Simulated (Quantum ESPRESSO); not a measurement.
# Re(0001), 5 layers against a metal electrode: a series in the charge of the slab, part 3 of 4

Aim: how the results for Re(0001), 5 layers against a metal electrode change with the charge of the slab.

Quantum ESPRESSO 7.5; plane-wave DFT, PBE, GBRV ultrasoft pseudopotentials.

So far. Step 2 (Relaxing cell and ions of the reference):  The last row is no step: it is a fresh SCF in the final cell with a new plane-wave basis, -1 meV from the row before. Step 3 (Relaxing the ions of the reference): The relaxation lowers the energy by 23 meV an atom. On the free atoms the largest force ends at 0.025 eV/Å.

## 4. SCF with pw.x, 0 ×10¹³ e/cm²

A run under open boundaries on these atoms gives the vacuum levels.

m2.esm.in reads:

```
&control
  prefix = 'm2.esm'
  outdir = './out'
  pseudo_dir = './pseudo'
  calculation = 'scf'
  tprnfor = .true.
/
&system
  ibrav = 0
  nat = 5
  ntyp = 1
  ecutwfc = 40
  ecutrho = 200
  occupations = 'smearing'
  smearing = 'mv'
  degauss = 0.02
  assume_isolated = 'esm'
  esm_bc = 'bc3'
  tot_charge = 0.0
/
&electrons
  conv_thr = 1e-08
  mixing_beta = 0.25
  electron_maxstep = 160
  mixing_mode = 'local-TF'
  mixing_ndim = 12
/
ATOMIC_SPECIES
  Re  186.2070  re_pbe_v1.2.uspp.F.UPF
CELL_PARAMETERS angstrom
  2.77423966200000 0.00000000000000 0.00000000000000
  1.38711983100000 2.40256202347835 0.00000000000000
  0.00000000000000 0.00000000000000 24.05592833616611
ATOMIC_POSITIONS crystal
  Re  0.000000000000 0.000000000000 -0.121209956490
  Re  0.666666666700 0.666666666700 -0.032470878190
  Re  0.000000000000 0.000000000000 0.062354691910
  Re  0.666666666700 0.666666666700 0.157180262010
  Re  0.000000000000 0.000000000000 0.245919340310
K_POINTS automatic
  12 12 1 0 0 0
```

On the command line:

```bash
$ OMP_NUM_THREADS=1 mpirun -n 4 pw.x -nk 4 -in m2.esm.in > m2.esm.out
```

The log of the run:

```text
[banner, memory and clock lines left out]
Program PWSCF v.7.5 starts
[citation notice left out]

[...]
Message from routine setup:
[...]
bravais-lattice index     =            0
     lattice parameter (alat)  =       5.2426  a.u.
     unit-cell volume          =    1082.0250 (a.u.)^3
     number of atoms/cell      =            5
     number of atomic types    =            1
     number of electrons       =        75.00
     number of Kohn-Sham states=           46
     kinetic-energy cutoff     =      40.0000  Ry
     charge density cutoff     =     200.0000  Ry
     scf convergence threshold =      1.0E-08
     mixing beta               =       0.2500
     number of iterations used =           12  local-TF  mixing
     Exchange-correlation= SLA  PW   PBE  PBE
                           (   1   4   3   4   0   0   0)

     Effective Screening Medium Method
     Boundary Conditions: Vacuum-Slab-Metal
     total charge in unit cell        =   0.0000
     grid points for fit at edges     =        4

[...]
PseudoPot. # 1 for Re read from file:
     ./pseudo/re_pbe_v1.2.uspp.F.UPF
     Pseudo is Ultrasoft + core correction, Zval = 15.0
     Generated by new atomic code, or converted to UPF format
     Using radial grid of  981 points,  8 beta functions with:
                l(1) =   0
                l(2) =   0
                l(3) =   1
                l(4) =   1
                l(5) =   2
                l(6) =   2
                l(7) =   3
                l(8) =   3
     Q(r) pseudized with  8 coefficients,  rinner =    1.150   1.150   1.150
                                                       1.150   1.150   1.150
                                                       1.150

     atomic species   valence    mass     pseudopotential
     Re               15.00   186.20700     Re( 1.00)

      6 Sym. Ops. (no inversion) found

[...]
number of k points=    19  Marzari-Vanderbilt smearing, width (Ry)=  0.0200
[...]
Dense  grid:    51703 G-vectors     FFT dimensions: (  24,  24, 216)

     Smooth grid:    37023 G-vectors     FFT dimensions: (  24,  24, 192)

     Initial potential from superposition of free atoms

     starting charge      72.4998, renormalised to      75.0000

     negative rho (up, down):  6.575E-01 0.000E+00
     Starting wfcs are   65 randomized atomic wfcs

     per-process dynamical memory:    59.8 Mb

     Self-consistent Calculation

     iteration #  1     ecut=    40.00 Ry     beta= 0.25
     Davidson diagonalization with overlap
     ethr =  1.00E-02,  avg # of iterations =  2.1

     Threshold (ethr) on eigenvalues was too large:
     Diagonalizing with lowered threshold

     Davidson diagonalization with overlap
     ethr =  8.31E-04,  avg # of iterations =  4.5

     negative rho (up, down):  6.574E-01 0.000E+00

     total energy              =    -953.35421396 Ry
     estimated scf accuracy    <       0.98059234 Ry

     iteration #  2     ecut=    40.00 Ry     beta= 0.25
[...]
negative rho (up, down):  6.644E-01 0.000E+00

[...]
total energy              =    -952.88637465 Ry
     estimated scf accuracy    <       0.71924891 Ry

     iteration #  3     ecut=    40.00 Ry     beta= 0.25
[...]
negative rho (up, down):  6.674E-01 0.000E+00

[...]
total energy              =    -953.06758461 Ry
     estimated scf accuracy    <       0.16236941 Ry

     iteration #  4     ecut=    40.00 Ry     beta= 0.25
[...]
negative rho (up, down):  6.724E-01 0.000E+00

[...]
total energy              =    -953.05389143 Ry
     estimated scf accuracy    <       0.05421462 Ry

     iteration #  5     ecut=    40.00 Ry     beta= 0.25
[...]
negative rho (up, down):  6.705E-01 0.000E+00

[...]
total energy              =    -953.11215232 Ry
     estimated scf accuracy    <       0.02625138 Ry

     iteration #  6     ecut=    40.00 Ry     beta= 0.25
[...]
negative rho (up, down):  6.683E-01 0.000E+00

[...]
total energy              =    -953.11330629 Ry
     estimated scf accuracy    <       0.01022014 Ry

[...]
iteration # 26     ecut=    40.00 Ry     beta= 0.25
[...]
negative rho (up, down):  6.657E-01 0.000E+00

[...]
total energy              =    -953.11962979 Ry
     estimated scf accuracy    <       0.00000007 Ry

     iteration # 27     ecut=    40.00 Ry     beta= 0.25
[...]
negative rho (up, down):  6.657E-01 0.000E+00

[...]
total energy              =    -953.11962811 Ry
     estimated scf accuracy    <       0.00000003 Ry

     iteration # 28     ecut=    40.00 Ry     beta= 0.25
[...]
negative rho (up, down):  6.657E-01 0.000E+00

[...]
total energy              =    -953.11962307 Ry
     estimated scf accuracy    <       0.00000001 Ry

     iteration # 29     ecut=    40.00 Ry     beta= 0.25
[...]
negative rho (up, down):  6.657E-01 0.000E+00

[...]
End of self-consistent calculation

          k = 0.0000 0.0000 0.0000 (  4579 PWs)   bands (ev):

   -84.9537 -84.8909 -84.8759 -84.7840 -84.7824 -47.3149 -47.1382 -46.8139
   -46.3728 -46.3457 -46.3457 -46.3047 -46.3047 -46.2512 -46.2512 -46.2323
   -46.1206 -46.1206 -46.1185 -46.1185 -14.4296 -13.5110 -12.1788 -11.5407
   -11.4954  -7.3014  -6.8591  -6.7430  -6.7430  -6.7002  -6.7002  -6.5173
    -6.4997  -6.4569  -6.4569  -6.1593  -6.1593  -5.8318  -5.8318  -4.9771
    -4.3825  -4.3825  -4.3103  -3.5583  -3.5583  -2.5272

          k = 0.0000 0.0962 0.0000 (  4625 PWs)   bands (ev):

   -84.9482 -84.8852 -84.8711 -84.7805 -84.7789 -47.2929 -47.1250 -46.8197
   -46.4279 -46.3947 -46.3637 -46.3566 -46.3212 -46.2675 -46.2640 -46.2537
   -46.1734 -46.1587 -46.1321 -46.1296 -14.1535 -13.2428 -11.9082 -11.2558
   -11.2256  -7.5181  -7.3335  -7.1102  -6.9465  -6.6402  -6.5770  -6.5270
    -6.4911  -6.3364  -6.2405  -5.9980  -5.9883  -5.9712  -5.6032  -5.1461
    -5.0617  -4.5122  -4.3863  -3.6514  -3.5865  -2.5806

[...]
the Fermi energy is    -4.9924 ev

!    total energy              =    -953.11961270 Ry
     estimated scf accuracy    <          5.3E-09 Ry
     smearing contrib. (-TS)   =       0.00251180 Ry
     internal energy E=F+TS    =    -953.12212450 Ry

     The total energy is F=E-TS. E is the sum of the following terms:
     one-electron contribution =  -97716.15974152 Ry
     hartree contribution      =   48828.78046538 Ry
     xc contribution           =    -262.65346434 Ry
     ewald contribution        =   48196.91061598 Ry

     convergence has been achieved in  29 iterations

     negative rho (up, down):  6.657E-01 0.000E+00

     Forces acting on atoms (cartesian axes, Ry/au):

     atom    1 type  1   force =     0.00000000    0.00000000    0.00053709
     atom    2 type  1   force =     0.00000000    0.00000000    0.00107480
     atom    3 type  1   force =     0.00000000    0.00000000    0.00011023
     atom    4 type  1   force =     0.00000000    0.00000000   -0.00092889
     atom    5 type  1   force =     0.00000000    0.00000000   -0.00045096

     Total force =     0.001588     Total SCF correction =     0.000855
     SCF correction compared to forces is large: reduce conv_thr to get better values

[...]
```

Elapsed: 1.8 min, on 4 MPI ranks of Arm Neoverse V1, shared host; peak memory 0.82 GiB; 7.2 min of CPU time.

Read from the output:

* Fermi energy: -4.992 eV
* vacuum line at the lower end of the cell, over the Fermi level: 4.987 eV
* slope of the potential above: 2.46e-4 eV/Å
* vacuum line at the upper end of the cell, over the Fermi level: 4.992 eV

The potential energy, planar mean oscillates, so the rows of the table below give means over windows of 2.23 Å about each position, cut where the curve ends. Its maxima inside the range that stand out by 2 % of the span (Å: eV): -1.9: -3.11, 0.3: -1.68, 2.7: -1.70, 4.9: -3.13. Its minima: -2.8: -14.2, -0.9: -14.5, 1.3: -14.3, 3.9: -14.5, 5.8: -14.2.

Electrostatic potential energy of an electron; zero at the Fermi level. The potential energy, planar mean by z; means over each step:

```csv
z (Å),"potential energy, planar mean (eV)"
-10.91,4.99
-8.68,4.99
-6.45,4.96
-4.22,-1.15
-1.99,-10.3
0.24,-9.30
2.47,-9.27
4.70,-10.3
6.93,-3.68
9.16,4.93
11.39,4.99
```

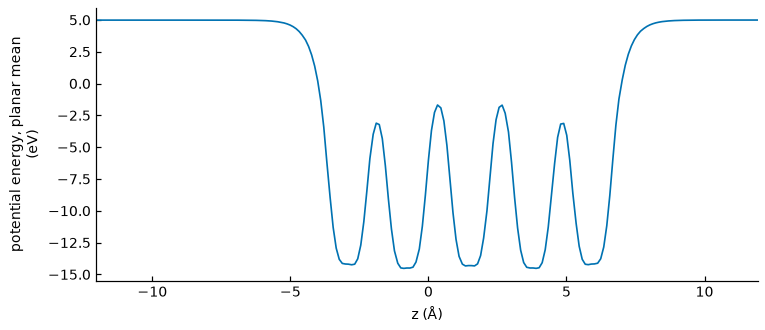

Potential energy, planar mean against z.

Inside the slab this potential holds the local part of the pseudopotentials, which can be repulsive at the nuclei; only its value in the vacuum has a meaning of its own.

## 5. Self-consistent run, 1 ×10¹³ e/cm²

m3.esm.in, as its differences from the input of step 4:

```diff
@@ -1,3 +1,3 @@
 &control
-  prefix = 'm2.esm'
+  prefix = 'm3.esm'
   outdir = './out'
@@ -18,3 +18,3 @@
   esm_bc = 'bc3'
-  tot_charge = 0.0
+  tot_charge = 0.0066
 /
@@ -26,2 +26,3 @@
   mixing_ndim = 12
+  startingpot = 'file'
 /
```

On the command line:

```bash
$ cp -r out/m2.esm.save out/m3.esm.save
$ OMP_NUM_THREADS=1 mpirun -n 4 pw.x -nk 4 -in m3.esm.in > m3.esm.out
```

The log of the run:

```text
[banner, memory and clock lines left out]
Program PWSCF v.7.5 starts
[...]
Message from routine setup:
[...]
number of electrons       =        74.99
     number of Kohn-Sham states=           45
     kinetic-energy cutoff     =      40.0000  Ry
     charge density cutoff     =     200.0000  Ry
[...]
number of k points=    19  Marzari-Vanderbilt smearing, width (Ry)=  0.0200
[...]
Dense  grid:    51703 G-vectors     FFT dimensions: (  24,  24, 216)
[...]
The initial density is read from file :
[...]
negative rho (up, down):  6.656E-01 0.000E+00
     Starting wfcs are   65 randomized atomic wfcs
[...]
negative rho (up, down):  6.653E-01 0.000E+00
[...]
estimated scf accuracy    <       1.39554164 Ry
[...]
negative rho (up, down):  6.653E-01 0.000E+00
[...]
estimated scf accuracy    <       0.34586431 Ry
[...]
negative rho (up, down):  6.654E-01 0.000E+00
[...]
estimated scf accuracy    <       0.00159747 Ry
[...]
negative rho (up, down):  6.654E-01 0.000E+00
[...]
estimated scf accuracy    <       0.00528791 Ry
[...]
negative rho (up, down):  6.653E-01 0.000E+00
[...]
estimated scf accuracy    <       0.00440551 Ry
[...]
negative rho (up, down):  6.653E-01 0.000E+00
[...]
estimated scf accuracy    <       0.00369664 Ry
[...]
negative rho (up, down):  6.653E-01 0.000E+00
[...]
estimated scf accuracy    <       0.00186420 Ry
[...]
negative rho (up, down):  6.654E-01 0.000E+00
[...]
estimated scf accuracy    <       0.00039201 Ry
[...]
negative rho (up, down):  6.654E-01 0.000E+00
[...]
estimated scf accuracy    <       0.00030744 Ry
[...]
negative rho (up, down):  6.654E-01 0.000E+00
[...]
estimated scf accuracy    <       0.00004325 Ry
[...]
negative rho (up, down):  6.654E-01 0.000E+00
[...]
estimated scf accuracy    <       0.00004223 Ry
[...]
negative rho (up, down):  6.655E-01 0.000E+00
[...]
estimated scf accuracy    <       0.00001446 Ry
[...]
negative rho (up, down):  6.655E-01 0.000E+00
[...]
estimated scf accuracy    <       0.00000536 Ry
[...]
negative rho (up, down):  6.655E-01 0.000E+00
[...]
estimated scf accuracy    <       0.00000592 Ry
[...]
negative rho (up, down):  6.656E-01 0.000E+00
[...]
estimated scf accuracy    <       0.00000316 Ry
[...]
negative rho (up, down):  6.656E-01 0.000E+00
[...]
estimated scf accuracy    <       0.00000384 Ry
[...]
negative rho (up, down):  6.657E-01 0.000E+00
[...]
estimated scf accuracy    <       0.00000447 Ry
[...]
negative rho (up, down):  6.657E-01 0.000E+00
[...]
estimated scf accuracy    <       0.00000013 Ry
[...]
negative rho (up, down):  6.657E-01 0.000E+00
[...]
estimated scf accuracy    <       0.00000047 Ry
[...]
negative rho (up, down):  6.657E-01 0.000E+00
[...]
estimated scf accuracy    <       0.00000042 Ry
[...]
negative rho (up, down):  6.657E-01 0.000E+00
[...]
estimated scf accuracy    <       0.00000045 Ry
[...]
negative rho (up, down):  6.657E-01 0.000E+00
[...]
estimated scf accuracy    <       0.00000014 Ry
[...]
negative rho (up, down):  6.657E-01 0.000E+00
[...]
estimated scf accuracy    <       0.00000012 Ry
[...]
negative rho (up, down):  6.657E-01 0.000E+00
[...]
estimated scf accuracy    <       0.00000019 Ry
[...]
negative rho (up, down):  6.657E-01 0.000E+00
[...]
estimated scf accuracy    <       0.00000010 Ry
[...]
negative rho (up, down):  6.657E-01 0.000E+00
[...]
estimated scf accuracy    <       0.00000010 Ry
[...]
negative rho (up, down):  6.657E-01 0.000E+00
[...]
estimated scf accuracy    <       0.00000006 Ry
[...]
negative rho (up, down):  6.657E-01 0.000E+00
[...]
estimated scf accuracy    <       0.00000006 Ry
[...]
negative rho (up, down):  6.657E-01 0.000E+00
[...]
estimated scf accuracy    <       0.00000006 Ry
[...]
negative rho (up, down):  6.657E-01 0.000E+00
[...]
estimated scf accuracy    <       0.00000005 Ry
[...]
negative rho (up, down):  6.657E-01 0.000E+00
[...]
estimated scf accuracy    <       0.00000006 Ry
[...]
negative rho (up, down):  6.657E-01 0.000E+00
[...]
the Fermi energy is    -5.7468 ev
!    total energy              =    -953.11694697 Ry
     estimated scf accuracy    <          3.7E-09 Ry
     smearing contrib. (-TS)   =       0.00246727 Ry
     internal energy E=F+TS    =    -953.11941424 Ry
[...]
one-electron contribution =  -97712.01196045 Ry
     hartree contribution      =   48824.63312076 Ry
     xc contribution           =    -262.65119053 Ry
     ewald contribution        =   48196.91061598 Ry
     convergence has been achieved in  32 iterations
     negative rho (up, down):  6.657E-01 0.000E+00
[...]
Total force =     0.001722     Total SCF correction =     0.000580
[...]
```

It took 2 min on 4 MPI ranks; peak memory 0.81 GiB.

This step gave:

- Fermi energy: -5.747 eV
- vacuum line at the lower end of the cell, over the Fermi level: 4.989 eV
- slope of the potential above: 0.1791 eV/Å
- vacuum line at the upper end of the cell, over the Fermi level: 5.747 eV

Inside the slab this potential holds the local part of the pseudopotentials, which can be repulsive at the nuclei; only its value in the vacuum has a meaning of its own.

## 6. SCF with pw.x, -1.5 ×10¹³ e/cm²

m1.esm.in, as its differences from the input of step 5:

```diff
@@ -1,3 +1,3 @@
 &control
-  prefix = 'm3.esm'
+  prefix = 'm1.esm'
   outdir = './out'
@@ -18,3 +18,3 @@
   esm_bc = 'bc3'
-  tot_charge = 0.0066
+  tot_charge = -0.0099
 /
```

On the command line:

```bash
$ cp -r out/m2.esm.save out/m1.esm.save
$ OMP_NUM_THREADS=1 mpirun -n 4 pw.x -nk 4 -in m1.esm.in > m1.esm.out
```

The log of the run:

```text
[banner, memory and clock lines left out]
Program PWSCF v.7.5 starts
[...]
Message from routine setup:
[...]
number of electrons       =        75.01
     number of Kohn-Sham states=           45
     kinetic-energy cutoff     =      40.0000  Ry
     charge density cutoff     =     200.0000  Ry
[...]
number of k points=    19  Marzari-Vanderbilt smearing, width (Ry)=  0.0200
[...]
Dense  grid:    51703 G-vectors     FFT dimensions: (  24,  24, 216)
[...]
The initial density is read from file :
[...]
negative rho (up, down):  6.658E-01 0.000E+00
     Starting wfcs are   65 randomized atomic wfcs
[...]
negative rho (up, down):  6.659E-01 0.000E+00
[...]
estimated scf accuracy    <       2.79200148 Ry
[...]
negative rho (up, down):  6.671E-01 0.000E+00
[...]
estimated scf accuracy    <       0.67489043 Ry
[...]
negative rho (up, down):  6.682E-01 0.000E+00
[...]
estimated scf accuracy    <       0.01179150 Ry
[...]
negative rho (up, down):  6.689E-01 0.000E+00
[...]
estimated scf accuracy    <       0.03058644 Ry
[...]
negative rho (up, down):  6.691E-01 0.000E+00
[...]
estimated scf accuracy    <       0.00267780 Ry
[...]
negative rho (up, down):  6.684E-01 0.000E+00
[...]
estimated scf accuracy    <       0.00062934 Ry
[...]
negative rho (up, down):  6.678E-01 0.000E+00
[...]
estimated scf accuracy    <       0.00174519 Ry
[...]
negative rho (up, down):  6.672E-01 0.000E+00
[...]
estimated scf accuracy    <       0.00045750 Ry
[...]
negative rho (up, down):  6.668E-01 0.000E+00
[...]
estimated scf accuracy    <       0.00073179 Ry
[...]
negative rho (up, down):  6.666E-01 0.000E+00
[...]
estimated scf accuracy    <       0.00053371 Ry
[...]
negative rho (up, down):  6.666E-01 0.000E+00
[...]
estimated scf accuracy    <       0.00042979 Ry
[...]
negative rho (up, down):  6.663E-01 0.000E+00
[...]
estimated scf accuracy    <       0.00008590 Ry
[...]
negative rho (up, down):  6.663E-01 0.000E+00
[...]
estimated scf accuracy    <       0.00011737 Ry
[...]
negative rho (up, down):  6.661E-01 0.000E+00
[...]
estimated scf accuracy    <       0.00007209 Ry
[...]
negative rho (up, down):  6.660E-01 0.000E+00
[...]
estimated scf accuracy    <       0.00010224 Ry
[...]
negative rho (up, down):  6.658E-01 0.000E+00
[...]
estimated scf accuracy    <       0.00006093 Ry
[...]
negative rho (up, down):  6.658E-01 0.000E+00
[...]
estimated scf accuracy    <       0.00003873 Ry
[...]
negative rho (up, down):  6.658E-01 0.000E+00
[...]
estimated scf accuracy    <       0.00005155 Ry
[...]
negative rho (up, down):  6.658E-01 0.000E+00
[...]
estimated scf accuracy    <       0.00000108 Ry
[...]
negative rho (up, down):  6.658E-01 0.000E+00
[...]
estimated scf accuracy    <       0.00000159 Ry
[...]
negative rho (up, down):  6.658E-01 0.000E+00
[...]
estimated scf accuracy    <       0.00000124 Ry
[...]
negative rho (up, down):  6.658E-01 0.000E+00
[...]
estimated scf accuracy    <       0.00000067 Ry
[...]
negative rho (up, down):  6.657E-01 0.000E+00
[...]
estimated scf accuracy    <       0.00000123 Ry
[...]
negative rho (up, down):  6.657E-01 0.000E+00
[...]
estimated scf accuracy    <       0.00000186 Ry
[...]
negative rho (up, down):  6.657E-01 0.000E+00
[...]
estimated scf accuracy    <       0.00000015 Ry
[...]
negative rho (up, down):  6.657E-01 0.000E+00
[...]
estimated scf accuracy    <       0.00000022 Ry
[...]
negative rho (up, down):  6.657E-01 0.000E+00
[...]
estimated scf accuracy    <       0.00000010 Ry
[...]
negative rho (up, down):  6.657E-01 0.000E+00
[...]
estimated scf accuracy    <       0.00000006 Ry
[...]
negative rho (up, down):  6.657E-01 0.000E+00
[...]
estimated scf accuracy    <       0.00000001 Ry
[...]
negative rho (up, down):  6.657E-01 0.000E+00
[...]
the Fermi energy is    -3.8734 ev
!    total energy              =    -953.12299378 Ry
     estimated scf accuracy    <          5.3E-09 Ry
     smearing contrib. (-TS)   =       0.00257911 Ry
     internal energy E=F+TS    =    -953.12557289 Ry
[...]
one-electron contribution =  -97722.36389814 Ry
     hartree contribution      =   48834.98451315 Ry
     xc contribution           =    -262.65680387 Ry
     ewald contribution        =   48196.91061598 Ry
     convergence has been achieved in  30 iterations
     negative rho (up, down):  6.657E-01 0.000E+00
[...]
Total force =     0.001812     Total SCF correction =     0.000679
[...]
```

Elapsed: 1.9 min, on 4 MPI ranks; peak memory 0.82 GiB; 7.7 min of CPU time.

This step gave:

```
Fermi energy                                                   : -3.873 eV
vacuum line at the lower end of the cell, over the Fermi level : 4.998 eV
slope of the potential above                                   : -0.2680 eV/Å
vacuum line at the upper end of the cell, over the Fermi level : 3.874 eV
```

Inside the slab this potential holds the local part of the pseudopotentials, which can be repulsive at the nuclei; only its value in the vacuum has a meaning of its own.

(Continued in part 4 of 4.)

[Logs are printed without paths, hosts, clocks, repeated set-up lines and the standing remarks that a program may print on its own settings, such as how far it seeks lower states.]

[Hosts, paths, dates, database ids (printed as entryN), source tags and the programs' standing remarks are cut or masked in the printed files.]

[Maps of the electrostatic potential energy from Ansatz leave out the sawtooth potential of an applied field or a dipole correction, so their vacuum need not be flat; planar profiles and work functions include it.]
